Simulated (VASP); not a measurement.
# SiO2 with r2SCAN: from relaxation to properties, part 3 of 3

Aim: relax SiO2, then compute properties on the relaxed cell. The start is a cell from a database of measured crystal structures.

VASP 6.6.1; r2SCAN; plane waves and PAW (Si, O).

So far, gap on the k-mesh (eV): step 2 (full relaxation (r2SCAN)) 6.59. The relaxed cell has a = 4.929, c = 5.423 Å (conventional setting).

### 5. Density of states (r2SCAN)

A density of states needs more k-points than a total energy; ISMEAR = -5 takes tetrahedra, and LORBIT projects the states on the PAW spheres. The mesh is finer than in the run before.

File INCAR:

```
SYSTEM = SiO2
PREC = Accurate
ENCUT = 520
EDIFF = 1E-06
NELM = 100
ISMEAR = -5
SIGMA = 0.05
LREAL = .FALSE.
ALGO = Normal
METAGGA = R2SCAN
LASPH = .TRUE.
NBANDS = 46
LORBIT = 11
LWAVE = .FALSE.
LCHARG = .FALSE.
KPAR = 8
NEDOS = 2001
```

File POSCAR:

```
SiO2
1.0
    4.9285098071      0.0000000000      0.0000000000
   -2.4642549036      4.2682146957      0.0000000000
    0.0000000000      0.0000000000      5.4234331177
Si O
3 6
Direct
    0.4694968830      0.0000000000      0.6666666667
    0.0000000000      0.4694968830      0.3333333333
    0.5305031170      0.5305031170      0.0000000000
    0.4134951400      0.2679121586      0.7855452566
    0.7320878414      0.1455829814      0.4522119233
    0.8544170186      0.5865048600      0.1188785899
    0.2679121586      0.4134951400      0.2144547434
    0.1455829814      0.7320878414      0.5477880767
    0.5865048600      0.8544170186      0.8811214101
```

File KPOINTS:

```
Automatic mesh
0
Gamma
8 8 6
0 0 0
```

Potentials, in the order of the species: Si and O (PBE family, release 64).

On the command line:

```sh
$ mpirun -np 8 vasp_std
```

The program printed:

```text
[... set-up lines as in an earlier step ...]
 entering main loop
       N       E                     dE             d eps       ncg     rms          rms(c)
DAV:   1     0.198518935301E+03    0.19852E+03   -0.24550E+04  4616   0.985E+02
DAV:   2    -0.984829054873E+02   -0.29700E+03   -0.28637E+03  5540   0.249E+02
DAV:   3    -0.113026994272E+03   -0.14544E+02   -0.14447E+02  5634   0.530E+01
DAV:   4    -0.113137284248E+03   -0.11029E+00   -0.11026E+00  5332   0.514E+00
DAV:   5    -0.113138232493E+03   -0.94825E-03   -0.94823E-03  5594   0.456E-01    0.259E+01
DAV:   6    -0.889280314258E+02    0.24210E+02   -0.13164E+01  4948   0.170E+01    0.151E+01
DAV:   7    -0.893075513916E+02   -0.37952E+00   -0.24730E+00  5578   0.699E+00    0.524E+00
DAV:   8    -0.894044332078E+02   -0.96882E-01   -0.10174E-01  5112   0.209E+00    0.178E+00
DAV:   9    -0.894293039475E+02   -0.24871E-01   -0.58370E-02  5020   0.112E+00    0.496E-01
DAV:  10    -0.894302234093E+02   -0.91946E-03   -0.82080E-04  5546   0.153E-01    0.248E-01
DAV:  11    -0.894308369374E+02   -0.61353E-03   -0.60361E-04  4960   0.154E-01    0.385E-02
DAV:  12    -0.894308350734E+02    0.18640E-05   -0.16708E-05  5592   0.217E-02    0.289E-02
DAV:  13    -0.894308322064E+02    0.28670E-05   -0.38957E-06  5198   0.101E-02    0.481E-03
DAV:  14    -0.894308325655E+02   -0.35909E-06   -0.23860E-07  3954   0.246E-03
   1 F= -.89430833E+02 E0= -.89430833E+02  d E =0.000000E+00
```

The job ended after 4.4 min (8 MPI ranks of AMD EPYC 7R43, shared host; peak memory 2.9 GiB; 35 min of CPU time).

OUTCAR, selected parts (step 5):

```text
   k-points           NKPTS =     50   k-points in BZ     NKDIM =     50   number of bands    NBANDS=     46

   NELECT =      48.0000    total number of electrons

 E-fermi :   0.5721

 k-point     2 :       0.1250    0.0000    0.0000
  band No.  band energies     occupation
    ...
     20      -0.4781      2.00000
     21      -0.4399      2.00000
     22      -0.1843      2.00000
     23       0.2956      2.00000
     24       0.3151      2.00000
     25       7.4033      0.00000
     26      10.6211      0.00000
     27      10.6710      0.00000
     28      11.1489      0.00000
     29      11.2148      0.00000
    ...

  Total       -0.0179526     -0.0179526     -0.0047566      0.0000000      0.0000000     -0.0000000
  in kB       -0.2521165     -0.2521165     -0.0667993      0.0000000      0.0000000     -0.0000000
  external PRESSURE =      -0.1903441 kB  Pullay stress =       0.0000000 kB

 POSITION                                       TOTAL-FORCE (eV/Angst)
 -----------------------------------------------------------------------------------
      2.31392      0.00000      3.61562        -0.001266      0.000000     -0.000000
     -1.15696      2.00391      1.80781         0.000633     -0.001096     -0.000000
      1.30729      2.26430      0.00000         0.000633      0.001096     -0.000000
      1.37771      1.14351      4.26035         0.003730      0.009211      0.004254
      3.24935      0.62138      2.45254        -0.009842     -0.001375      0.004254
      2.76571      2.50333      0.64473         0.006112     -0.007836      0.004254
      0.30145      1.76489      1.16308         0.006112      0.007836     -0.004254
     -1.08654      3.12471      2.97089         0.003730     -0.009211     -0.004254
      0.78509      3.64684      4.77870        -0.009842      0.001375     -0.004254
 -----------------------------------------------------------------------------------
    total drift:                               -0.000031     -0.000054      0.000000

  FREE ENERGIE OF THE ION-ELECTRON SYSTEM (eV)
  ---------------------------------------------------
  free  energy   TOTEN  =       -89.4308325655 eV

  energy  without entropy=      -89.4308325655  energy(sigma->0) =      -89.43083257

[... 9 parts as in an earlier step ...]

[... 7 further parts left out ...]
```

Numbers from this step:

| Quantity | Value |
| --- | --- |
| irreducible k points | 50 |
| free energy (TOTEN) | -89.4308 eV |
| Fermi energy | 0.5721 eV |
| pressure | -0.01903 GPa |
| valence top at k | 0.375, 0.25, 0 |
| least direct gap at k | 0, 0, 0 |
| gap on the k-mesh | 6.587 eV |

The density of states has structure finer than the step of the table below, so its rows give means over 2 eV, whole bins alone (the curve runs from -12.0 to 11.8 eV). Peaks (eV: height): total -5.5: 15.8, -3.1: 11.8, -1.2: 11.9, -1.0: 11.5; O p -5.5: 9.38, -1.2: 8.08, -1.0: 7.91, -0.1: 7.94; Si p -5.5: 3.54, -4.9: 1.72, 10.3: 1.03, 11.4: 1.46; O s 10.1: 0.596, 10.3: 0.479, 10.8: 0.307, 11.0: 0.310; Si s -8.5: 2.13, -7.3: 1.08, 10.1: 0.515, 10.3: 0.454.

States under -12.0 eV and over 11.8 eV are left out. The density of states by energy, zero at the valence-band top; means over each step; values in states/eV/cell:

```tsv
energy (eV)	total	O p	Si p	O s	Si s
-10	0.0747	0.0348	0.00112	7.4e-4	0.0275
-8	1.84	0.908	0.136	0.0506	0.471
-6	3.30	1.93	0.668	0.0282	0.108
-4	2.00	1.15	0.221	0.0311	0.00805
-2	7.25	4.57	0.126	0.0746	0.0276
0	3.61	2.59	0.0270	0.0166	0.0106
2	0	0	0	0	0
4	0	0	0	0	0
6	0.0180	6.5e-4	3.1e-5	0.00359	0.00153
8	0.612	0.0671	0.0135	0.0981	0.0466
10	3.73	0.411	0.424	0.261	0.213
```

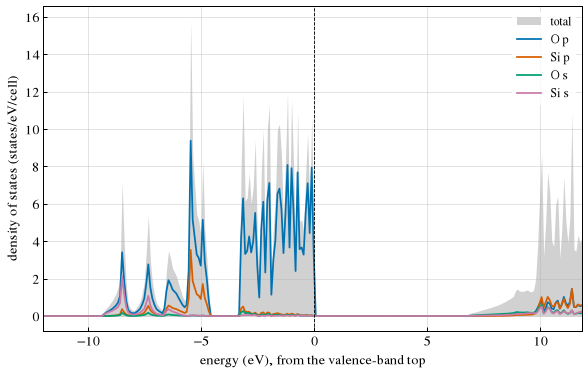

Density of states, plotted against energy.

The gap on this mesh is 6.59 eV. In the top eV of the valence band the largest shares in the PAW spheres are O p 72 %. The rest lies in smaller channels or between the spheres.

### 6. Independent-particle dielectric function (r2SCAN)

LOPTICS sums transitions from filled to empty bands. NBANDS is raised for it.

File INCAR:

```
SYSTEM = SiO2
PREC = Accurate
ENCUT = 520
EDIFF = 1E-06
NELM = 100
ISMEAR = 0
SIGMA = 0.05
LREAL = .FALSE.
ALGO = Normal
METAGGA = R2SCAN
LASPH = .TRUE.
NBANDS = 96
LORBIT = 11
LWAVE = .FALSE.
LCHARG = .FALSE.
KPAR = 8
LOPTICS = .TRUE.
NEDOS = 1500
CSHIFT = 0.1
```

POSCAR is that of step 5.

File KPOINTS:

```
Automatic mesh
0
Gamma
7 7 6
0 0 0
```

On the command line:

```sh
$ mpirun -np 8 vasp_std
```

The program printed:

```text
[... set-up lines as in an earlier step ...]
 entering main loop
       N       E                     dE             d eps       ncg     rms          rms(c)
DAV:   1     0.196004296427E+03    0.19600E+03   -0.20566E+04  7696   0.473E+02
DAV:   2    -0.102709563610E+03   -0.29871E+03   -0.28516E+03  9128   0.160E+02
DAV:   3    -0.113080424202E+03   -0.10371E+02   -0.10262E+02  9240   0.250E+01
DAV:   4    -0.113137870917E+03   -0.57447E-01   -0.57438E-01  9112   0.194E+00
DAV:   5    -0.113138238324E+03   -0.36741E-03   -0.36740E-03  8976   0.145E-01    0.259E+01
DAV:   6    -0.889097185673E+02    0.24229E+02   -0.36167E+00  8512   0.817E+00    0.147E+01
DAV:   7    -0.893253603631E+02   -0.41564E+00   -0.18235E+00  8936   0.391E+00    0.531E+00
DAV:   8    -0.894092547753E+02   -0.83894E-01   -0.63043E-02  8592   0.110E+00    0.181E+00
DAV:   9    -0.894293024434E+02   -0.20048E-01   -0.26003E-02  8320   0.581E-01    0.513E-01
DAV:  10    -0.894301847528E+02   -0.88231E-03   -0.15415E-03  9408   0.110E-01    0.228E-01
DAV:  11    -0.894308323027E+02   -0.64755E-03   -0.64165E-04  8568   0.877E-02    0.439E-02
DAV:  12    -0.894308339651E+02   -0.16624E-05   -0.19461E-05  8880   0.130E-02    0.299E-02
DAV:  13    -0.894308309761E+02    0.29890E-05   -0.26421E-06  8864   0.556E-03    0.449E-03
DAV:  14    -0.894308310112E+02   -0.35134E-07   -0.15055E-07  6352   0.112E-03
   1 F= -.89430831E+02 E0= -.89430831E+02  d E =-.147207E-13
 optical routines
 imaginary and real dielectric function
 direction            1
 direction            2
 direction            3
```

Run time: 6.4 min. Hardware: 8 MPI ranks; peak memory 5 GiB; 51 min of CPU time.

From OUTCAR (step 6):

```text
   k-points           NKPTS =     40   k-points in BZ     NKDIM =     40   number of bands    NBANDS=     96

   NELECT =      48.0000    total number of electrons

 E-fermi :   0.8116

 k-point     2 :       0.1429    0.0000    0.0000
  band No.  band energies     occupation
    ...
     20      -0.4867      2.00000
     21      -0.4391      2.00000
     22      -0.1996      2.00000
     23       0.3026      2.00000
     24       0.3290      2.00000
     25       7.4760      0.00000
     26      10.6213      0.00000
     27      10.6822      0.00000
     28      11.1564      0.00000
     29      11.2376      0.00000
    ...

  Total       -0.0174756     -0.0174756     -0.0045423      0.0000000     -0.0000000     -0.0000000
  in kB       -0.2454183     -0.2454183     -0.0637897      0.0000000     -0.0000000     -0.0000000
  external PRESSURE =      -0.1848754 kB  Pullay stress =       0.0000000 kB

 POSITION                                       TOTAL-FORCE (eV/Angst)
 -----------------------------------------------------------------------------------
      2.31392      0.00000      3.61562        -0.001248     -0.000000      0.000000
     -1.15696      2.00391      1.80781         0.000624     -0.001081     -0.000000
      1.30729      2.26430      0.00000         0.000624      0.001081      0.000000
      1.37771      1.14351      4.26035         0.003871      0.009201      0.004329
      3.24935      0.62138      2.45254        -0.009904     -0.001248      0.004329
      2.76571      2.50333      0.64473         0.006033     -0.007953      0.004329
      0.30145      1.76489      1.16308         0.006033      0.007953     -0.004329
     -1.08654      3.12471      2.97089         0.003871     -0.009201     -0.004329
      0.78509      3.64684      4.77870        -0.009904      0.001248     -0.004329
 -----------------------------------------------------------------------------------
    total drift:                               -0.000031     -0.000054      0.000000

  FREE ENERGIE OF THE ION-ELECTRON SYSTEM (eV)
  ---------------------------------------------------
  free  energy   TOTEN  =       -89.4308310112 eV

  energy  without entropy=      -89.4308310112  energy(sigma->0) =      -89.43083101

 plasma frequency squared (from intraband transitions) (eV^2)
  --------------------------------------------------------------------------------------
       0.000      -0.000      -0.000
      -0.000       0.000      -0.000
       0.000      -0.000       0.000

[... 9 parts as in an earlier step ...]

[... 7 further parts left out ...]
```

These are independent-particle spectra without excitons or local fields, and fine structure depends on the mesh and on CSHIFT.

Numbers from this step:

| Property | Result |
| --- | --- |
| bands | 96 |
| irreducible k points | 40 |
| Fermi energy | 0.8116 eV |
| pressure | -0.01849 GPa |
| valence top at k | 0.2857, 0.2857, 0 |
| gap on the k-mesh | 6.590 eV |

The imaginary dielectric function has structure finer than the step of the table below, so its rows give means over 2 eV, whole bins alone (the curve runs from 0 to 25.0 eV). Peaks (eV: height): xx 11.1: 3.28, 15.5: 2.50; zz 10.6: 3.02, 11.7: 2.62, 12.6: 2.69, 16.8: 3.29.

The imaginary dielectric function by photon energy; means over each step:

```tsv
photon energy (eV)	xx	zz
2	0.00315	0.00320
4	0.00771	0.00787
6	0.0183	0.0187
8	0.261	0.267
10	1.72	1.96
12	2.60	2.38
14	2.14	2.04
16	2.33	2.58
18	2.03	1.97
20	1.41	1.49
22	0.993	0.990
```

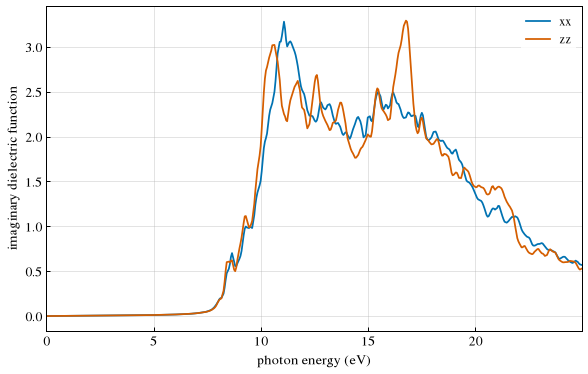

Imaginary dielectric function against photon energy.

Table of real dielectric function by photon energy:

```tsv
photon energy (eV)	xx	zz
0.0	2.37	2.38
2.5	2.42	2.43
5.0	2.60	2.61
7.5	3.14	3.17
10.0	4.17	4.40
12.5	1.92	2.22
15.0	1.70	1.83
17.5	0.631	0.364
20.0	0.0467	0.206
22.5	0.123	0.0620
```

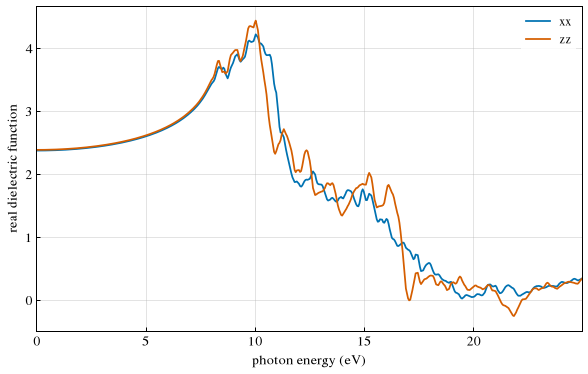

Real dielectric function against photon energy.

The mean of ε2 over directions passes 5 % of its top at 8.01 eV, against a least direct gap of 6.89 eV on this mesh, so the first direct transitions are weak, forbidden or few. The indirect gap (6.58 eV in the band run) doesn't show, since phonons are left out.

### 7. Optical spectrum (r2SCAN)

LOPTICS sums transitions from filled to empty bands. The mesh is finer than in the run before.

INCAR is that of step 6.

POSCAR is that of step 6.

File KPOINTS:

```
Automatic mesh
0
Gamma
8 8 6
0 0 0
```

On the command line:

```sh
$ mpirun -np 8 vasp_std
```

The program printed:

```text
[... set-up lines as in an earlier step ...]
 entering main loop
       N       E                     dE             d eps       ncg     rms          rms(c)
DAV:   1     0.196209466033E+03    0.19621E+03   -0.20614E+04  9608   0.473E+02
DAV:   2    -0.102687128455E+03   -0.29890E+03   -0.28536E+03 11432   0.161E+02
DAV:   3    -0.113080439790E+03   -0.10393E+02   -0.10284E+02 11536   0.250E+01
DAV:   4    -0.113137874635E+03   -0.57435E-01   -0.57427E-01 11392   0.194E+00
DAV:   5    -0.113138240882E+03   -0.36625E-03   -0.36624E-03 11224   0.146E-01    0.259E+01
DAV:   6    -0.889097540240E+02    0.24228E+02   -0.36198E+00 10640   0.817E+00    0.147E+01
DAV:   7    -0.893253390343E+02   -0.41559E+00   -0.18235E+00 11144   0.391E+00    0.531E+00
DAV:   8    -0.894092382369E+02   -0.83899E-01   -0.63147E-02 10704   0.110E+00    0.181E+00
DAV:   9    -0.894293043453E+02   -0.20066E-01   -0.26021E-02 10408   0.581E-01    0.513E-01
DAV:  10    -0.894301866865E+02   -0.88234E-03   -0.15404E-03 11736   0.110E-01    0.228E-01
DAV:  11    -0.894308339961E+02   -0.64731E-03   -0.64069E-04 10736   0.876E-02    0.439E-02
DAV:  12    -0.894308355919E+02   -0.15958E-05   -0.19409E-05 11104   0.130E-02    0.299E-02
DAV:  13    -0.894308326098E+02    0.29822E-05   -0.26442E-06 11104   0.556E-03    0.447E-03
DAV:  14    -0.894308326485E+02   -0.38724E-07   -0.15045E-07  7920   0.112E-03
   1 F= -.89430833E+02 E0= -.89430833E+02  d E =-.133735E-11
 optical routines
 imaginary and real dielectric function
 direction            1
 direction            2
 direction            3
```

The job ended after 6.4 min (8 MPI ranks; peak memory 5.8 GiB; 51 min of CPU time).

Parts of OUTCAR (step 7):

```text
   k-points           NKPTS =     50   k-points in BZ     NKDIM =     50   number of bands    NBANDS=     96

   NELECT =      48.0000    total number of electrons

 E-fermi :   0.7889

 k-point     2 :       0.1250    0.0000    0.0000
  band No.  band energies     occupation
    ...
     20      -0.4781      2.00000
     21      -0.4399      2.00000
     22      -0.1843      2.00000
     23       0.2956      2.00000
     24       0.3151      2.00000
     25       7.4032      0.00000
     26      10.6210      0.00000
     27      10.6710      0.00000
     28      11.1489      0.00000
     29      11.2148      0.00000
    ...

  Total       -0.0174979     -0.0174979     -0.0042745      0.0000000     -0.0000000     -0.0000000
  in kB       -0.2457314     -0.2457314     -0.0600284      0.0000000     -0.0000000     -0.0000000
  external PRESSURE =      -0.1838304 kB  Pullay stress =       0.0000000 kB

 POSITION                                       TOTAL-FORCE (eV/Angst)
 -----------------------------------------------------------------------------------
      2.31392      0.00000      3.61562        -0.001247     -0.000000     -0.000000
     -1.15696      2.00391      1.80781         0.000623     -0.001080      0.000000
      1.30729      2.26430      0.00000         0.000623      0.001080      0.000000
      1.37771      1.14351      4.26035         0.003870      0.009198      0.004335
      3.24935      0.62138      2.45254        -0.009900     -0.001247      0.004335
      2.76571      2.50333      0.64473         0.006030     -0.007950      0.004335
      0.30145      1.76489      1.16308         0.006030      0.007950     -0.004335
     -1.08654      3.12471      2.97089         0.003870     -0.009198     -0.004335
      0.78509      3.64684      4.77870        -0.009900      0.001247     -0.004335
 -----------------------------------------------------------------------------------
    total drift:                               -0.000031     -0.000054      0.000000

  FREE ENERGIE OF THE ION-ELECTRON SYSTEM (eV)
  ---------------------------------------------------
  free  energy   TOTEN  =       -89.4308326485 eV

  energy  without entropy=      -89.4308326485  energy(sigma->0) =      -89.43083265

 plasma frequency squared (from intraband transitions) (eV^2)
  --------------------------------------------------------------------------------------
       0.000      -0.000      -0.000
      -0.000       0.000       0.000
       0.000       0.000       0.000

[... 12 parts as in an earlier step ...]

[... 4 further parts left out ...]
```

Numbers from this step:

```yaml
irreducible_k_points: 50
fermi_energy: 0.7889 eV
pressure: -0.01838 GPa
valence_top_at_k: 0.375, 0.25, 0
gap_on_the_k_mesh: 6.587 eV
```

The imaginary dielectric function has structure finer than the step of the table below, so its rows give means over 2 eV, whole bins alone (the curve runs from 0 to 25.0 eV). Peaks (eV: height): xx 11.1: 3.22, 15.5: 2.56; zz 10.4: 2.95, 11.8: 2.72, 12.6: 2.70, 16.7: 3.32.

Table of imaginary dielectric function by photon energy; means over each step:

```tsv
photon energy (eV)	xx	zz
2	0.00314	0.00320
4	0.00770	0.00787
6	0.0183	0.0187
8	0.259	0.280
10	1.73	1.95
12	2.60	2.37
14	2.14	2.04
16	2.33	2.58
18	2.03	1.97
20	1.41	1.49
22	0.994	0.987
```

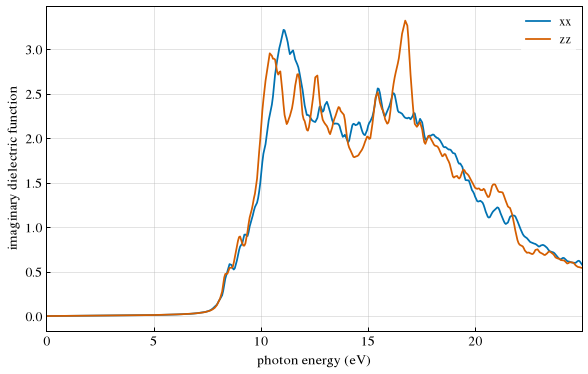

Imaginary dielectric function, plotted against photon energy.

The real dielectric function by photon energy:

```tsv
photon energy (eV)	xx	zz
0	2.37	2.38
2	2.40	2.41
4	2.50	2.52
6	2.73	2.75
8	3.43	3.49
10	4.20	4.36
12	1.75	2.02
14	1.62	1.35
16	1.28	1.71
18	0.535	0.324
20	0.0424	0.179
22	0.0726	-0.162
24	0.268	0.232
```

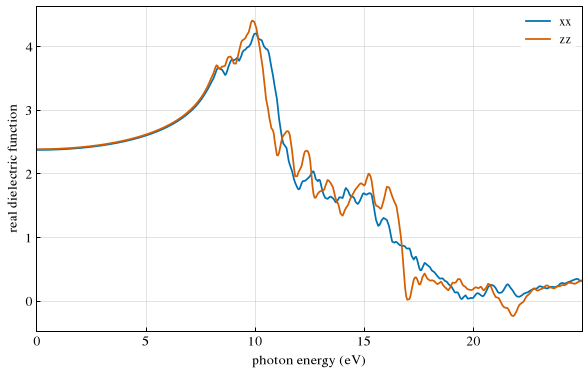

Real dielectric function against photon energy.

The mean of ε2 over directions passes 5 % of its top at 8.00 eV, against a least direct gap of 6.89 eV on this mesh, so the first direct transitions are weak, forbidden or few. The indirect gap (6.58 eV in the band run) doesn't show, since phonons are left out.

### 8. Results

```yaml
relaxed_volume: 12.68 Å³/atom
relaxed_conventional_cell_a_b_c: 4.929, 4.929, 5.423 Å; angles 90.0, 90.0, 120.0°
space_group_after_relaxing_within_0p02_a: P3_221 (No. 154)
band_gap: 6.58 eV, indirect (least direct gap of that run 6.87 eV)
gap_among_the_points_of_the_dos_mesh_alone_an_upper_bound: 6.59 eV
strongest_peak_of_eps_2_mean_over_directions: 11.1 eV
eps_1_at_zero_frequency_no_local_fields_mean: 2.37
```

What this shows: With r2SCAN, SiO2 relaxes to 12.68 Å³/atom in space group P3_221 (held by the symmetry of the run) and has an indirect gap of 6.58 eV. Against the listed cell the volume lies +0.8 % (a +0.2 %, c +0.3 %). Bands along the symmetry lines (r2SCAN): The path shows an indirect gap of 6.58 eV (valence top at K, conduction bottom at Γ). The least direct gap is 6.87 eV. Semilocal functionals usually underestimate gaps. No search among competing phases was made, and a listed structure need not be the one stable at ambient conditions. All values are for a static lattice at zero temperature.

[Lines on the potential files, build, host, timing and source positions are cut from VASP's logs without a mark.]

[Logs are printed without paths, hosts, clocks, repeated set-up lines and the standing remarks that a program may print on its own settings, such as how far it seeks lower states.]

[Hosts, paths, dates, database ids (printed as entryN), source tags and the programs' standing remarks are cut or masked in the printed files.]

[A measured line is paired with the nearest computed mode of its activity, which favours agreement.]
